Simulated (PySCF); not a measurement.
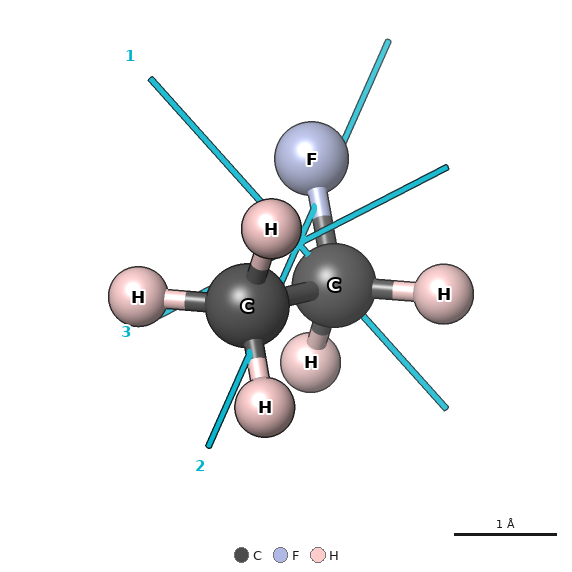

The three principal axes of inertia are drawn and numbered. Distant atoms are faded towards the background colour. Computed geometry: PBE0-D3(BJ)/def2-SVP optimisation. No frequency run is at hand to confirm it as a minimum. Masses are those of the most abundant isotopes; constants are for the rigid equilibrium geometry.

Which line is the a axis (least moment of inertia), which b and which c?

a is line 2, b is line 1, c is line 3; the moments are 13.8, 53.5, 60.9 u Å².

What kind of rotor is it, and what are its rotational constants in MHz?

An asymmetric top (Cs): A = 36569, B = 9442, C = 8294 MHz. Ray's parameter κ is −0.92, close to the prolate limit.
